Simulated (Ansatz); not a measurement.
# Pt wire along [110], 14 atoms a period: bands along the axis

What gap, if any, does the Pt wire along [110], 14 atoms a period have, and how many channels would it open?

Method: DFT PBE, plane waves, PAW; relaxation of a wire's period; PAW set soft_1, in the first sound run; inputs show where later runs differ, in Ansatz 0.2.0.

### 1. The starting structure

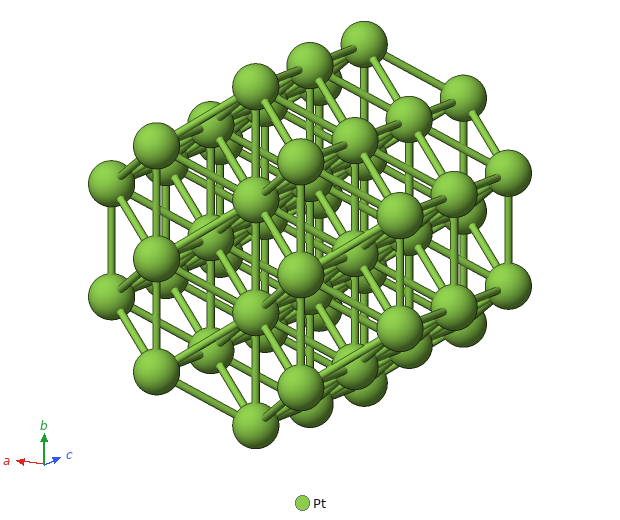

Start, viewed at a slant to the c axis; platinum green. 1×1×3 cells are drawn. Some periodic images of atoms are drawn too.

The cell holds 14 atoms: 14 Pt. Cell: a = 14.740 Å, b = 15.222 Å, c = 2.807 Å, α = 90.0°, β = 90.0°, γ = 90.0°. Vacuum lies along a and b. The structure's axis is c.

Structure file:

```cif
data_structure
_symmetry_space_group_name_H-M 'P 1'
_symmetry_Int_Tables_number 1
_cell_length_a 14.7400
_cell_length_b 15.2220
_cell_length_c 2.8072
_cell_angle_alpha 90.000
_cell_angle_beta 90.000
_cell_angle_gamma 90.000
_cell_volume 629.86
loop_
_atom_site_label
_atom_site_type_symbol
_atom_site_fract_x
_atom_site_fract_y
_atom_site_fract_z
_atom_site_occupancy
Pt1 Pt 0.36533 0.68441 0.00000 1
Pt2 Pt 0.36533 0.49999 0.00000 1
Pt3 Pt 0.63467 0.68441 0.00000 1
Pt4 Pt 0.63467 0.49999 0.00000 1
Pt5 Pt 0.23066 0.40778 0.50000 1
Pt6 Pt 0.23066 0.59220 0.50000 1
Pt7 Pt 0.50000 0.22336 0.50000 1
Pt8 Pt 0.50000 0.40778 0.50000 1
Pt9 Pt 0.50000 0.59220 0.50000 1
Pt10 Pt 0.50000 0.77662 0.50000 1
Pt11 Pt 0.76934 0.40778 0.50000 1
Pt12 Pt 0.76934 0.59220 0.50000 1
Pt13 Pt 0.36533 0.31557 0.00000 1
Pt14 Pt 0.63467 0.31557 0.00000 1
```

### 2. Relaxing the period

Band widths follow the bond lengths, so the wire is relaxed first. The atoms and the third cell vector are free; the box across stays fixed as vacuum. A Fermi-Dirac smearing is set since the result may be a metal. The pressure printed is a third of the stress's trace over the whole box, vacuum included; only the stress along the axis is relaxed.

input.yaml

```yaml
crystal:
  lattice:
    - [14.74, 0.0, 0.0]
    - [0.0, 15.222, 0.0]
    - [0.0, 0.0, 2.8072139213]
  atoms:
    - { symbol: Pt, position: [0.365332429, 0.684406438, 0.0] }
    - { symbol: Pt, position: [0.365332429, 0.499988233, 0.0] }
    - { symbol: Pt, position: [0.634667571, 0.684406438, 0.0] }
    - { symbol: Pt, position: [0.634667571, 0.499988233, 0.0] }
    - { symbol: Pt, position: [0.230664858, 0.40777913, 0.5] }
    - { symbol: Pt, position: [0.230664858, 0.592197336, 0.5] }
    - { symbol: Pt, position: [0.5, 0.223360925, 0.5] }
    - { symbol: Pt, position: [0.5, 0.40777913, 0.5] }
    - { symbol: Pt, position: [0.5, 0.592197336, 0.5] }
    - { symbol: Pt, position: [0.5, 0.776615541, 0.5] }
    - { symbol: Pt, position: [0.769335142, 0.40777913, 0.5] }
    - { symbol: Pt, position: [0.769335142, 0.592197336, 0.5] }
    - { symbol: Pt, position: [0.365332429, 0.315570028, 0.0] }
    - { symbol: Pt, position: [0.634667571, 0.315570028, 0.0] }
kpoints:
  mp_grid: { grid: [1, 1, 29] }
scf:
  occupations: { method: fermi_dirac, width: 0.05 }
hamiltonian:
  xc: pbe
  pseudopotentials: { kind: paw, azcp: { folder: soft_1 } }
relax:
  cell: { fix: [a, b, alpha, beta, gamma] }
  max_steps: 45
  f_tol: 0.03
```

Started as:

```console
ansatz run input.yaml --threads 4 --pin off --max-ram 16384MiB --backend cpu --events-out ev --progress --plain --runs-dir out
```

Numbers of over 12 decimals in the logs are rounded to 6 here.

The log of the run:

```text
Engine: ansatz 0.2.0, x86_64-unknown-linux-gnu
Pseudopotentials: kind: paw
Pseudopotential: Pt, paw, valence charge 18, recommended cutoff 420 eV (normal), soft_1/Pt.paw.azcp
Functional definition: PBE
  parameter kappa = 0.804
  parameter beta = 0.066725
  exchange = pbe_x(kappa = kappa, mu = beta*pi^2/3)
  correlation = pbe_c(beta = beta)
Crystal: 14 atoms, lattice volume = 629.861 Å³
Basis set: ecut = 420 eV, 12363 PW (Γ), exchange–correlation on 200×216×40 points (8 copies of the dense FFT grid, shifted against one another)
Bands: 152, of which v1, the nominal top of the filled ones, is band 126 counted from 1 (125 counted from 0)
Symmetry: 8 space group operations
Space group: Pmmm (ITA 47), of the structure as read, at distance tolerance 8.6e-5 Å
k-points: 15 of 29
Non-local potential: Pt, projectors of the file, l = 0: 3, l = 1: 2, l = 2: 2, l = 3: 1
PAW form: soft (Blöchl's): semilocal exchange-correlation on the pseudo side does not see the compensation charge
PAW one-centre angular grid: Pt, 590 points (default); XC on 64 Gauss nodes
Initial density: superposition of atomic densities (neutral atoms: chi_scale 0, normalization atom)
Initial wavefunctions: pseudopotential atomic-orbital guess
Functional: x = pbe(κ = 0.804, μ = 0.219515), c = pbe(β = 0.066725)
SCF iter   1: F=—  HF=-175339.997358 eV  |F-HF|=—  |Δ(HF+E_count)|=         —  Δρ=5.09e-2  dr2=2.13e1  ethr=3.10e-3  ⟨swp⟩=7.1  Hψ=8482  notcnv=0  defer=81
preconditioner: auto → LDOS  [metal: Δε(μ)=0.031 eV  Ē_g=6.281 eV  σ=0.050 eV  W_gap=0.15  n_scr=114 (ndim 8)  ℏωp=17.5 eV  f_vac=0.554  D(μ)=22.86/eV (n_scr^D=170)  β→1.0]
SCF iter   2: F=—  HF=-175339.219217 eV  |F-HF|=—  |Δ(HF+E_count)|=   7.78e-1  Δρ=3.87e-2  dr2=1.51e1  ethr=3.10e-3  ⟨swp⟩=3.0  Hψ=5856  notcnv=0  defer=189
SCF iter   3: F=—  HF=-175335.726722 eV  |F-HF|=—  |Δ(HF+E_count)|=    3.49e0  Δρ=1.12e-2  dr2=2.12e0  ethr=3.10e-3  ⟨swp⟩=2.1  Hψ=4464  notcnv=0  defer=194
SCF iter   4: F=—  HF=-175335.575199 eV  |F-HF|=—  |Δ(HF+E_count)|=   1.52e-1  Δρ=4.19e-3  dr2=5.77e-1  ethr=8.42e-4  ⟨swp⟩=2.1  Hψ=3652  notcnv=0  defer=192
SCF iter   5: F=—  HF=-175335.532345 eV  |F-HF|=—  |Δ(HF+E_count)|=   4.29e-2  Δρ=2.00e-3  dr2=7.49e-2  ethr=2.29e-4  ⟨swp⟩=2.0  Hψ=3308  notcnv=0  defer=192
SCF iter   6: F=—  HF=-175335.528148 eV  |F-HF|=—  |Δ(HF+E_count)|=   4.20e-3  Δρ=8.13e-4  dr2=7.92e-3  ethr=2.97e-5  ⟨swp⟩=2.0  Hψ=3233  notcnv=0  defer=192
SCF iter   7: F=—  HF=-175335.527605 eV  |F-HF|=—  |Δ(HF+E_count)|=   5.43e-4  Δρ=2.85e-4  dr2=1.39e-3  ethr=3.14e-6  ⟨swp⟩=2.1  Hψ=3338  notcnv=0  defer=187
SCF iter   8: F=—  HF=-175335.527808 eV  |F-HF|=—  |Δ(HF+E_count)|=   2.03e-4  Δρ=1.10e-4  dr2=2.00e-4  ethr=5.51e-7  ⟨swp⟩=2.0  Hψ=3138  notcnv=0  defer=187
SCF iter   9: F=—  HF=-175335.527803 eV  |F-HF|=—  |Δ(HF+E_count)|=   4.41e-6  Δρ=3.90e-5  dr2=3.40e-5  ethr=7.94e-8  ⟨swp⟩=2.0  Hψ=3133  notcnv=0  defer=187
SCF iter  10: F=—  HF=-175335.527319 eV  |F-HF|=—  |Δ(HF+E_count)|=   4.84e-4  Δρ=2.40e-5  dr2=6.45e-6  ethr=1.35e-8  ⟨swp⟩=2.1  Hψ=2802  notcnv=0  defer=187
SCF iter  11: F=—  HF=-175335.527320 eV  |F-HF|=—  |Δ(HF+E_count)|=   1.31e-6  Δρ=1.18e-5  dr2=2.52e-6  ethr=2.56e-9  ⟨swp⟩=1.9  Hψ=2975  notcnv=0  defer=187
SCF iter  12: F=—  HF=-175335.527320 eV  |F-HF|=—  |Δ(HF+E_count)|=   2.01e-8  Δρ=5.83e-6  dr2=4.95e-7  ethr=1.00e-9  ⟨swp⟩=1.2  Hψ=2154  notcnv=0  defer=187
SCF iter  13: F=—  HF=-175335.527321 eV  |F-HF|=—  |Δ(HF+E_count)|=   8.96e-9  Δρ=2.99e-6  dr2=1.46e-7  ethr=1.96e-10  ⟨swp⟩=1.9  Hψ=2665  notcnv=0  defer=187
SCF iter  14: F=-175335.527320 eV  HF=-175335.527321 eV  |F-HF|=1.36e-8  |Δ(HF+E_count)|=   6.23e-9  Δρ=9.06e-7  dr2=1.58e-8  ethr=3.97e-11  ⟨swp⟩=4.0  Hψ=6383  notcnv=0
SCF 1 converged in 14 iterations: F = -175335.527320 eV  dr2 = 1.58e-8
  greatest PAW one-centre occupation: 1.000 electrons in one spin orbital (limit 2), on the Pt atom at site 8 (counted from 0), in its partial waves of l = 0
relax step   1: F+E_penalty+E_count = -175335.52732050 eV  Δ(F+E_penalty+E_count) = +0.000e0 eV  max|allowed force component| = 1.142e0 eV/Å  Δτ_max = 0.0000 Å  P = -4.207 GPa  Ω = 629.861 Å³  fix = [a, b, alpha, beta, gamma]  reactions: a -3.550, b -2.415 GPa  (14 SCF iters, dr2 threshold 1.00e-7 eV, accepted)
Crystal: 14 atoms, lattice volume = 599.137 Å³
Basis set: ecut = 420 eV, 11795 PW (Γ), exchange–correlation on 200×216×40 points (8 copies of the dense FFT grid, shifted against one another)
Initial density: handed on by an earlier stage of this run
Initial wavefunctions: those handed on with the density
iter 1 solved again at ethr=6.99e-4 eV; its pass at ethr=3.10e-3 eV (dr2=1.76e0 eV) is discarded
SCF iter   1: F=—  HF=-175336.664618 eV  |F-HF|=—  |Δ(HF+E_count)|=         —  Δρ=1.47e-2  dr2=1.76e0  ethr=6.99e-4  ⟨swp⟩=3.6  Hψ=11246  notcnv=0
preconditioner: auto → LDOS  [metal: Δε(μ)=0.008 eV  Ē_g=7.020 eV  σ=0.050 eV  W_gap=0.04  n_scr=98 (ndim 8)  ℏωp=17.9 eV  f_vac=0.566  D(μ)=21.47/eV (n_scr^D=156)  β→1.0]
SCF iter   2: F=—  HF=-175336.549709 eV  |F-HF|=—  |Δ(HF+E_count)|=   1.15e-1  Δρ=7.14e-3  dr2=5.07e-1  ethr=6.99e-4  ⟨swp⟩=3.1  Hψ=3952  notcnv=0  defer=2
SCF iter   3: F=—  HF=-175336.470116 eV  |F-HF|=—  |Δ(HF+E_count)|=   7.96e-2  Δρ=2.90e-3  dr2=1.10e-1  ethr=2.01e-4  ⟨swp⟩=2.8  Hψ=3765  notcnv=0  defer=35
SCF iter   4: F=—  HF=-175336.457294 eV  |F-HF|=—  |Δ(HF+E_count)|=   1.28e-2  Δρ=1.17e-3  dr2=1.69e-2  ethr=4.38e-5  ⟨swp⟩=2.1  Hψ=3457  notcnv=0  defer=96
SCF iter   5: F=—  HF=-175336.455020 eV  |F-HF|=—  |Δ(HF+E_count)|=   2.27e-3  Δρ=3.32e-4  dr2=1.21e-3  ethr=6.72e-6  ⟨swp⟩=2.0  Hψ=3297  notcnv=0  defer=104
SCF iter   6: F=—  HF=-175336.454458 eV  |F-HF|=—  |Δ(HF+E_count)|=   5.62e-4  Δρ=1.03e-4  dr2=1.21e-4  ethr=4.80e-7  ⟨swp⟩=2.5  Hψ=3612  notcnv=0  defer=121
SCF iter   7: F=—  HF=-175336.454451 eV  |F-HF|=—  |Δ(HF+E_count)|=   6.39e-6  Δρ=3.35e-5  dr2=9.36e-6  ethr=4.81e-8  ⟨swp⟩=2.7  Hψ=3664  notcnv=0  defer=121
SCF iter   8: F=—  HF=-175336.454454 eV  |F-HF|=—  |Δ(HF+E_count)|=   2.55e-6  Δρ=1.36e-5  dr2=2.46e-6  ethr=5.56e-10  ⟨swp⟩=5.0  Hψ=8506  notcnv=0
SCF iter   9: F=-175336.454454 eV  HF=-175336.454455 eV  |F-HF|=5.44e-7  |Δ(HF+E_count)|=   4.96e-7  Δρ=4.39e-6  dr2=6.07e-7  ethr=5.56e-10  ⟨swp⟩=4.0  Hψ=7185  notcnv=0
SCF 2 converged in 9 iterations: F = -175336.454454 eV  dr2 = 6.07e-7
  greatest PAW one-centre occupation: 1.000 electrons in one spin orbital (limit 2), on the Pt atom at site 3 (counted from 0), in its partial waves of l = 0
[...]
relax step   4: F+E_penalty+E_count = -175336.70655460 eV  Δ(F+E_penalty+E_count) = -1.081e-2 eV  max|allowed force component| = 7.830e-2 eV/Å  Δτ_max = 0.0135 Å  P = -0.028 GPa  Ω = 603.292 Å³  energy of the carried Pulay correction = +4.142e-3 eV  fix = [a, b, alpha, beta, gamma]  reactions: a -0.079, b -0.026 GPa  (7 SCF iters, dr2 threshold 1.19e-6 eV, accepted)
[...]
relax step   5: F+E_penalty+E_count = -175336.70949073 eV  Δ(F+E_penalty+E_count) = -2.936e-3 eV  max|allowed force component| = 2.337e-2 eV/Å  Δτ_max = 0.0111 Å  P = +0.042 GPa  Ω = 603.238 Å³  energy of the carried Pulay correction = +4.150e-3 eV  fix = [a, b, alpha, beta, gamma]  reactions: a +0.019, b +0.019 GPa  (8 SCF iters, dr2 threshold 3.83e-7 eV, accepted)
[...]
relax step   6: F+E_penalty+E_count = -175336.71009003 eV  Δ(F+E_penalty+E_count) = -5.993e-4 eV  max|allowed force component| = 3.925e-3 eV/Å  Δτ_max = 0.0074 Å  P = -0.015 GPa  Ω = 603.453 Å³  energy of the carried Pulay correction = +4.116e-3 eV  fix = [a, b, alpha, beta, gamma]  reactions: a -0.021, b -0.024 GPa  (9 SCF iters, dr2 threshold 1.87e-8 eV, accepted)
Basis set: ecut = 420 eV, 11871 PW (Γ), exchange–correlation on 200×216×36 points (8 copies of the dense FFT grid, shifted against one another)
Initial wavefunctions: pseudopotential atomic-orbital guess (no wavefunctions were taken with the density)
iter 1 solved again at ethr=1.44e-6 eV; its pass at ethr=3.10e-3 eV (dr2=3.63e-3 eV) is discarded
SCF iter   1: F=—  HF=-175336.704258 eV  |F-HF|=—  |Δ(HF+E_count)|=         —  Δρ=1.03e-4  dr2=1.10e-5  ethr=1.44e-6  ⟨swp⟩=5.2  Hψ=17006  notcnv=0
eigensolver tolerance schedule: the retry pair's looser diagonalisation over-reported the residual by 327.99 of it (diagonalisation noise at 0.18 of the residual, at the tolerance the schedule requests for it); recorded, not acted on — ethr = c·dr2/N_el stays at c = 1.0e-1
preconditioner: auto → LDOS  [metal: Δε(μ)=0.002 eV  Ē_g=6.860 eV  σ=0.050 eV  W_gap=0.01  n_scr=98 (ndim 8)  ℏωp=17.9 eV  f_vac=0.558  D(μ)=22.58/eV (n_scr^D=162)  β→1.0]
SCF iter   2: F=—  HF=-175336.704089 eV  |F-HF|=—  |Δ(HF+E_count)|=   1.69e-4  Δρ=2.68e-5  dr2=2.52e-6  ethr=4.37e-9  ⟨swp⟩=3.0  Hψ=4775  notcnv=0
SCF iter   3: F=—  HF=-175336.704088 eV  |F-HF|=—  |Δ(HF+E_count)|=   7.82e-7  Δρ=9.00e-6  dr2=5.39e-7  ethr=9.98e-10  ⟨swp⟩=2.5  Hψ=4488  notcnv=0
SCF iter   4: F=—  HF=-175336.704088 eV  |F-HF|=—  |Δ(HF+E_count)|=   1.35e-7  Δρ=2.21e-6  dr2=4.59e-8  ethr=2.14e-10  ⟨swp⟩=3.2  Hψ=4538  notcnv=0
SCF iter   5: F=—  HF=-175336.704088 eV  |F-HF|=—  |Δ(HF+E_count)|=   7.33e-9  Δρ=7.18e-7  dr2=3.61e-9  ethr=1.82e-11  ⟨swp⟩=2.3  Hψ=3799  notcnv=0
SCF iter   6: F=—  HF=-175336.704088 eV  |F-HF|=—  |Δ(HF+E_count)|=  3.20e-10  Δρ=3.52e-7  dr2=1.70e-9  ethr=1.43e-12  ⟨swp⟩=2.6  Hψ=3636  notcnv=0
SCF iter   7: F=—  HF=-175336.704088 eV  |F-HF|=—  |Δ(HF+E_count)|=  2.91e-11  Δρ=2.06e-7  dr2=5.67e-10  ethr=1.00e-12  ⟨swp⟩=2.0  Hψ=3063  notcnv=0
SCF iter   8: F=—  HF=-175336.704088 eV  |F-HF|=—  |Δ(HF+E_count)|=  8.73e-11  Δρ=1.18e-7  dr2=2.01e-10  ethr=1.00e-12  ⟨swp⟩=1.1  Hψ=2281  notcnv=0
SCF iter   9: F=-175336.704088 eV  HF=-175336.704088 eV  |F-HF|=1.46e-10  |Δ(HF+E_count)|=  1.46e-10  Δρ=2.79e-8  dr2=7.72e-12  ethr=1.00e-12  ⟨swp⟩=4.7  Hψ=6489  notcnv=0
SCF 7 converged in 9 iterations: F = -175336.704088 eV  dr2 = 7.72e-12
relax step   7: F+E_penalty+E_count = -175336.70408785 eV  Δ(F+E_penalty+E_count) = +6.002e-3 eV  max|allowed force component| = 3.875e-3 eV/Å  Δτ_max = 0.0000 Å  P = -0.004 GPa  Ω = 603.453 Å³  fix = [a, b, alpha, beta, gamma]  reactions: a -0.012, b -0.019 GPa  stress off target by 1.77e-2 GPa on what of the cell is left free  SCF on the basis re-selected at this cell (its energy is not comparable with the rows above)  (9 SCF iters)
basis re-selected at this cell: Δ(F+E_penalty+E_count) = +6.002e-3 eV, ΔP = +0.011 GPa vs the last step (what re-selecting the basis moved, of the pressure what is left beyond the Pulay correction that the steps carried, after the strain that the cell walked since its last selection, with what the two solves' SCF thresholds leave and, on support functions, any second-order correction that the steps lacked; it is no measure of the basis error at this ecutwfc). The dense FFT grid was sized anew with the basis: this SCF ran on 100×108×18 points, the steps before it on 100×108×20, so part of this shift can come from that change (see relax.cell in the input reference). [rest of the remark cut]
SCF converged after 9 iterations
Free energy (F): -175336.704088 eV
Harris-Foulkes:  -175336.704088 eV  (|F-HF|=1.46e-10)
Internal energy: -175336.520517 eV  (E = F + TS)
E sigma→0 (E₀):  -175336.612302 eV
Entropy (-TS):   -0.183571 eV (-13.112 meV/atom)
Fermi energy:    4.526886 eV
--- Per-component energies (eV) ---
  E_band       = -6425.314310
  E_kinetic    = 8349.775940
  E_local      = -175608.711465  (includes V_loc(G=0)·N_el)
  E_nonlocal   = 2857.552934
  E_hartree    = 83104.181478
  E_xc         = -3239.908773
  E_vxc        = -3781.048281  (∫ρ·V_xc dr)
  E_paw        = -132776.674169  (= ΣΔE_a)
  E_vpaw       = -4451.262481  (= ΣTr[D̂ρ^β])
  E_aug_tail   = 0.015560  (compensation charges beyond the density's cutoff)
  E_ewald      = 41977.247977
  E_smearing   = -0.183571  (= −TS)
  E_closure    = 0.000000  (closes the sum)
  Σ components = -175336.704088   (vs F -175336.704088, Δ=0.00e0)
--- Forces (eV/Å), atoms counted from 1 ---
  atom   1  Pt    -0.00107804     0.00199175     0.00000000
  atom   2  Pt    -0.00387453     0.00000000     0.00000000
  atom   3  Pt     0.00107804     0.00199175     0.00000000
  atom   4  Pt     0.00387453     0.00000000     0.00000000
  atom   5  Pt    -0.00227823     0.00011381     0.00000000
  atom   6  Pt    -0.00227823    -0.00011381     0.00000000
  atom   7  Pt     0.00000000    -0.00122753     0.00000000
  atom   8  Pt     0.00000000     0.00178376     0.00000000
  atom   9  Pt     0.00000000    -0.00178376     0.00000000
  atom  10  Pt     0.00000000     0.00122753     0.00000000
  atom  11  Pt     0.00227823     0.00011381     0.00000000
  atom  12  Pt     0.00227823    -0.00011381     0.00000000
  atom  13  Pt    -0.00107804    -0.00199175     0.00000000
  atom  14  Pt     0.00107804    -0.00199175     0.00000000
  max |Σ_I F_I| component: 0.00e0 eV/Å
--- Stress (GPa, compression-positive) ---
       -0.012444       0.000000       0.000000
        0.000000      -0.018657       0.000000
        0.000000       0.000000       0.017741
  P = ⅓ Tr σ = -0.0045 GPa (-0.045 kbar)
--- Relaxed structure (6 steps of the walk, 6 accepted, 1 SCFs on fresh bases) ---
  F+E_penalty+E_count = -175336.70408785 eV   max|allowed force component| = 3.875e-3 eV/Å   (the final SCF, on the basis selected at the relaxed cell)
  cell:  # Å, volume = 603.4526 Å³
    - [14.74, 0.0, 0.0]
    - [0.0, 15.222, 0.0]
    - [0.0, 0.0, 2.689515]
  atoms:
    - { symbol: Pt, position: [0.359512, 0.693668, 0.0] }
    - { symbol: Pt, position: [0.366184, 0.499988, 0.0] }
    - { symbol: Pt, position: [0.640488, 0.693668, 0.0] }
    - { symbol: Pt, position: [0.633816, 0.499988, 0.0] }
    - { symbol: Pt, position: [0.239001, 0.406981, 0.5] }
    - { symbol: Pt, position: [0.239001, 0.592995, 0.5] }
    - { symbol: Pt, position: [0.5, 0.234479, 0.5] }
    - { symbol: Pt, position: [0.5, 0.409963, 0.5] }
    - { symbol: Pt, position: [0.5, 0.590013, 0.5] }
    - { symbol: Pt, position: [0.5, 0.765498, 0.5] }
    - { symbol: Pt, position: [0.760999, 0.406981, 0.5] }
    - { symbol: Pt, position: [0.760999, 0.592995, 0.5] }
    - { symbol: Pt, position: [0.359512, 0.306308, 0.0] }
    - { symbol: Pt, position: [0.640488, 0.306308, 0.0] }
```

The job ended after 1.9 min (4 threads of Intel Xeon Platinum 8559C (Emerald Rapids), shared host; peak memory 2.5 GiB; 7.6 min of CPU time).

(Part 1 of 2 ends here.)

[Logs are printed without paths, hosts, clocks, repeated set-up lines and the standing remarks that a program may print on its own settings, such as how far it seeks lower states.]

[Hosts, paths, dates, database ids (printed as entryN), source tags and the programs' standing remarks are cut or masked in the printed files.]
